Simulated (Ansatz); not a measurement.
**GeH5NTe: ladder of basis sets**

A script is to give a ladder of basis sets; the system is GeH5NTe.

All numbers are computed with the Python package of Ansatz 0.2.0. The levels of theory stand in the script.

## 1. The structure

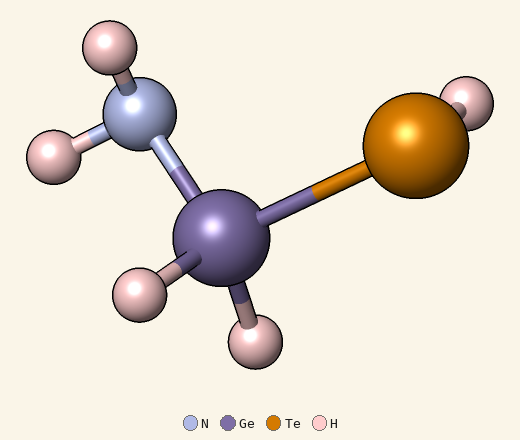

The structure that the script starts from, seen from a chosen angle (nitrogen light blue, germanium purple, tellurium orange, hydrogen pink).

The script holds or builds the structure itself.

## 2. The code

The input, geh5nte_basis.py:

```python
'''Basis-set convergence for GeH5NTe.'''

import warnings

import ansatz as az

FUNCTIONAL = 'PBE0'

warnings.simplefilter('ignore', az.DeckWarning)

geometry_ang = [
    ('N', [-1.0691, 0.3136, -0.7353]),
    ('Ge', [0.4487, 0.401, 0.256]),
    ('Te', [1.3113, -1.9786, 0.5345]),
    ('H', [-1.3329, 1.3615, -0.8998]),
    ('H', [-0.8609, -0.0322, -1.7022]),
    ('H', [0.1571, 1.035, 1.6471]),
    ('H', [1.5374, 1.2682, -0.4737]),
    ('H', [-0.0995, -2.4257, 1.3176]),
]
mol = az.Crystal.molecule()
for symbol, xyz in geometry_ang:
    mol = mol.atom(symbol, xyz)

job = mol.calculation().functional(FUNCTIONAL)

energies = {}
for basis in ['def2-SVP', 'def2-SVPD', 'def2-TZVP', 'def2-TZVPP']:
    rep = job.basis(gaussian=basis).run().report
    size = rep['n_frozen'] + rep['n_occupied'][0] + rep['n_virtual'][0]
    energies[basis] = (rep['reference_energy_ev'] / 27.211386246, rep['free_energy_ev'] / 27.211386246)
    print(f'{basis:14s} {size:4d} orbitals  reference {energies[basis][0]:14.6f} Ha  total {energies[basis][1]:14.6f} Ha')

last = energies['def2-TZVPP'][1]
for basis, (_, total) in energies.items():
    print(f'{basis:14s} lies {27.211386 * (total - last):9.4f} eV above def2-TZVPP')
```

## 3. The input behind the calls

The package turns the script's settings into the engine's input (first run):

```yaml
crystal:
  periodic: [false, false, false]
  atoms:
    - { symbol: "N", position_ang: [-1.0691, 0.3136, -0.7353] }
    - { symbol: Ge, position_ang: [0.4487, 0.401, 0.256] }
    - { symbol: Te, position_ang: [1.3113, -1.9786, 0.5345] }
    - { symbol: H, position_ang: [-1.3329, 1.3615, -0.8998] }
    - { symbol: H, position_ang: [-0.8609, -0.0322, -1.7022] }
    - { symbol: H, position_ang: [0.1571, 1.035, 1.6471] }
    - { symbol: H, position_ang: [1.5374, 1.2682, -0.4737] }
    - { symbol: H, position_ang: [-0.0995, -2.4257, 1.3176] }
basis:
  gaussian:
    orbitals: def2-SVP
hamiltonian:
  xc: pbe0
```

## 4. Running it

Command:

```bash
$ python geh5nte_basis.py
```

What it wrote:

```text
def2-SVP         97 orbitals  reference   -2402.170627 Ha  total   -2402.170627 Ha
def2-SVPD       133 orbitals  reference   -2402.180944 Ha  total   -2402.180944 Ha
def2-TZVP       159 orbitals  reference   -2402.511657 Ha  total   -2402.511657 Ha
def2-TZVPP      199 orbitals  reference   -2402.514143 Ha  total   -2402.514143 Ha
def2-SVP       lies    9.3475 eV above def2-TZVPP
def2-SVPD      lies    9.0668 eV above def2-TZVPP
def2-TZVP      lies    0.0676 eV above def2-TZVPP
def2-TZVPP     lies    0.0000 eV above def2-TZVPP
```

It took 26 s on 1 thread of Arm Neoverse V2, shared host; peak memory 0.47 GiB.

## 5. What changed from run to run

The engine's inputs for the other runs:

Run 2, against run 1:

```diff
@@ -14 +14 @@
-    orbitals: def2-SVP
+    orbitals: def2-SVPD
```

Run 3, against run 1:

```diff
@@ -14 +14 @@
-    orbitals: def2-SVP
+    orbitals: def2-TZVP
```

Run 4, against run 1:

```diff
@@ -14 +14 @@
-    orbitals: def2-SVP
+    orbitals: def2-TZVPP
```

## 6. What each run gave

The 4 runs, in the order started:

```csv
run,basis,energy (eV),SCF cycles,CPU time (s)
1,def2-SVP,-65366.3928,17,4.5
2,def2-SVPD,-65366.6735,17,6.1
3,def2-TZVP,-65375.6727,18,6
4,def2-TZVPP,-65375.7403,18,8.4
```

## 7. Outcome

| quantity | value |
| --- | --- |
| runs compared | 4 |
| change of the total from set to set | -0.281, -8.999, -0.068 eV |

In words: Against def2-SVP: def2-SVPD -10.3 mHa, def2-TZVP -341.0 mHa and def2-TZVPP -343.5 mHa. The last step alone is -2.49 mHa (these two sets differ little on atoms other than hydrogen). From the first set to the last the time grows from 4.5 to 8.4 s. What to keep in mind:
- The drop along the ladder measures the basis error, and is no property of the molecule.
- The geometry is a force-field or estimated start, not a minimum of this method, and the last set is no limit. Much of the fall in a total is atomic energy, which cancels in bond and reaction energies.
- def2 sets replace the cores of elements past krypton by effective core potentials.
